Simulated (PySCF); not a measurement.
# C3H6S2Si: electronic excitations

What electronic excitations should C3H6S2Si (`CSC1=C[SiH2]S1`) show?

The runs use PySCF 2.14.0, with density-fitted response routines of our own; the level of theory stands in each step. All values are computed, except where a source is named. Atoms are numbered from 0 throughout.

## Step 1: The molecule as given

12 atoms, charge 0, multiplicity 1; geometry from: GFN2-xTB.

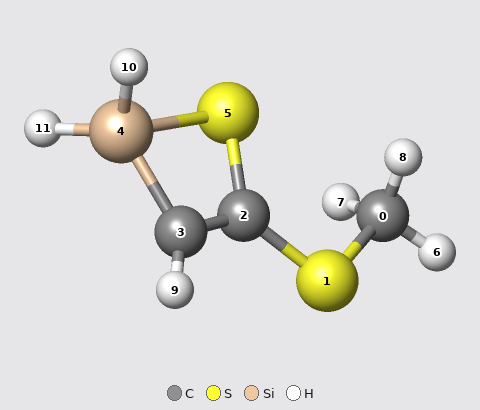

The starting geometry (carbon grey, sulfur yellow, silicon light orange, hydrogen white), atoms numbered; sticks join atoms by distance.

## Step 2: Ultraviolet spectrum: PBE0/def2-SVPD

Job settings and geometry (Å):

```
{"job": {"kind": "uv", "xc": "PBE0", "basis": "def2-SVPD", "nstates": 8, "ntriplets": 3}, "charge": 0, "multiplicity": 1}
C      2.448171    -0.434704     0.423674
S      1.108489     0.041484     1.551581
C     -0.245175     0.126470     0.470822
C     -1.525751     0.443367     0.777488
Si    -2.270169     0.294939    -0.916679
S     -0.130848    -0.205039    -1.264562
H      3.345965    -0.511056     1.028631
H      2.210126    -1.391011    -0.032100
H      2.563146     0.329544    -0.338965
H     -1.876224     0.690317     1.763356
H     -2.570479     1.493612    -1.682961
H     -3.056053    -0.878610    -1.262181
```

Method: TDDFT PBE0/def2-SVPD, vertical, gas phase, core orbitals frozen in the response.

Command:

```bash
$ OMP_NUM_THREADS=1 python probes_run.py task.json out
```

This one command runs all jobs of the session in turn.

Log:

```text
coarse grid: 11856 points
cycle   1  E = -1202.6728799284  dE =  7.126e-01  |g| = 3.697e-01  |ddm| = 5.475e+00
cycle   2  E = -1202.6481372752  dE =  2.474e-02  |g| = 4.807e-01  |ddm| = 1.268e+00
cycle   3  E = -1202.7093433726  dE = -6.121e-02  |g| = 9.290e-02  |ddm| = 7.533e-01
cycle   4  E = -1202.7117413470  dE = -2.398e-03  |g| = 3.155e-02  |ddm| = 2.366e-01
cycle   5  E = -1202.7120443521  dE = -3.030e-04  |g| = 7.898e-03  |ddm| = 7.334e-02
cycle   6  E = -1202.7120624875  dE = -1.814e-05  |g| = 2.322e-03  |ddm| = 2.091e-02
cycle   7  E = -1202.7120637581  dE = -1.271e-06  |g| = 8.041e-04  |ddm| = 6.155e-03
final grid: 101280 points
cycle   8  E = -1202.8366612120  dE = -1.622e-05  |g| = 8.059e-03  |ddm| = 8.432e-02
cycle   9  E = -1202.8366438576  dE =  1.735e-05  |g| = 1.111e-02  |ddm| = 3.018e-02
cycle  10  E = -1202.8366779886  dE = -3.413e-05  |g| = 1.405e-03  |ddm| = 2.155e-02
cycle  11  E = -1202.8366785877  dE = -5.992e-07  |g| = 2.441e-04  |ddm| = 3.407e-03
cycle  12  E = -1202.8366786027  dE = -1.500e-08  |g| = 7.531e-05  |ddm| = 5.757e-04
cycle  13  E = -1202.8366786040  dE = -1.246e-09  |g| = 4.194e-05  |ddm| = 2.339e-04
cycle  14  E = -1202.8366786045  dE = -4.834e-10  |g| = 8.849e-06  |ddm| = 7.471e-05
converged SCF energy = -1202.8366786045

Static polarisability (au): isotropic 103.505, principal 72.782 97.163 140.570

Singlet excitations
state   eV       nm        f      main configurations
  1   4.1566    298.3   0.00515   H->L 0.98
  2   4.5082    275.0   0.00063   H->L+2 0.96
  3   4.6971    264.0   0.09361   H->L+1 0.94
  4   5.3628    231.2   0.00097   H-1->L 0.50, H-1->L+2 0.20, H->L+3 0.19
  5   5.4749    226.5   0.00172   H-1->L 0.43, H->L+3 0.34, H-1->L+2 0.17
  6   5.5438    223.6   0.00461   H->L+4 0.71, H->L+3 0.19
  7   5.6246    220.4   0.18464   H-1->L+1 0.94
  8   5.7388    216.0   0.00003   H-1->L+2 0.52, H->L+3 0.24, H->L+4 0.20

Triplet excitations (Tamm-Dancoff, eV): 3.2807 3.9640 4.2281
```

Wall time 44 s (1 thread of Arm Neoverse N1, shared host); peak memory 0.69 GiB.

The orbitals next to the gap, with their largest atomic shares:

```tsv
orbital	eV	atoms
HOMO−3	-8.94	S1 34 %, S5 20 %, Si4 13 %
HOMO−2	-8.50	S5 52 %, C3 17 %, Si4 16 %
HOMO−1	-7.19	S1 38 %, S5 36 %, C2 12 %
HOMO	-6.08	C3 30 %, S5 27 %, S1 17 %
LUMO	-0.69	Si4 44 %, S5 16 %, H11 10 %
LUMO+1	-0.51	C2 34 %, C3 21 %, S1 15 %
LUMO+2	-0.17	S5 35 %, S1 16 %, Si4 16 %
```

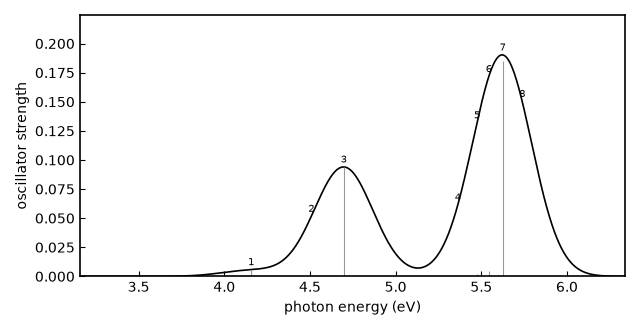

Absorption spectrum from the 8 singlet states computed; above the last one it falls off for lack of states. Lines are broadened to a width of 0.40 eV (Gaussian).

Ground-state properties from the same run:

```tsv
property	computed
dipole moment (D)	0.26
polarisability (Å³)	15.34
HOMO–LUMO gap (eV)	5.39
−ε(HOMO) (eV)	6.08
```

## Step 3: Results

```
                                quantity                        value
         lowest singlet (PBE0/def2-SVPD)  4.16 eV (298 nm), f = 0.005
brightest single state of those computed  state 7, 5.62 eV, f = 0.185
                          lowest triplet                      3.28 eV
```

The first singlet state (HOMO→LUMO 0.98) lies at 4.16 eV and is weak; of the 8 states computed, the strongest absorption comes from state 7 at 5.62 eV. The lowest triplet lies 0.88 eV below the lowest singlet (triplets in Tamm-Dancoff, singlets in full TDDFT).
